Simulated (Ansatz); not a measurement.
**GaP: response to strain**

Start from GaP in the zinc blende structure (space group F-43m, No. 216; a = 5.391 Å).

Strains are applied to the cell and any free atomic positions relax.

Calculations: Kohn–Sham DFT with the LDA functional, run in Ansatz (a quantum-chemistry and plane-wave program) with PAW and 420 eV plane waves, spin-orbit coupling left out.

Notes on the quantities. energy relative to the base: free energy F.

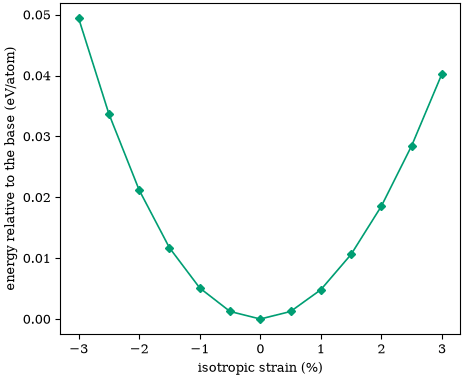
*Energy relative to the base against isotropic strain*

Question: From the plot, what is the energy relative to the base for isotropic strain +1.00 %?

Answer: About 0.005 eV/atom.

Question: Is the trend monotonic over the range shown?

Answer: No, it turns within the range, spanning 0 meV/atom to +49 meV/atom.

Stability against distortions was not tested.
